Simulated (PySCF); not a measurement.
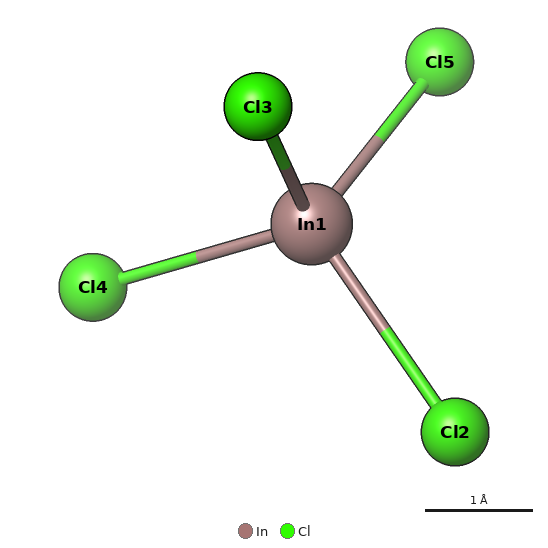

Orthographic view. Depth is shown by fading: the farther an atom, the more it takes the colour of the background. Charge −1, singlet. Computed geometry: PBE0-D3(BJ)/def2-SVP optimisation. No frequency run is at hand to confirm it as a minimum.

Write a Z-matrix (Å, degrees) in the order of the atom numbers, with these reference atoms: 2 to 1; 3 to 1, 2; 4 to 1, 3, 2; 5 to 1, 3, 4.

```
In 
Cl   1   2.395
Cl   1   2.393   2   110.2
Cl   1   2.394   3   109.2   2   121.9
Cl   1   2.390   3   108.8   4   118.1
```
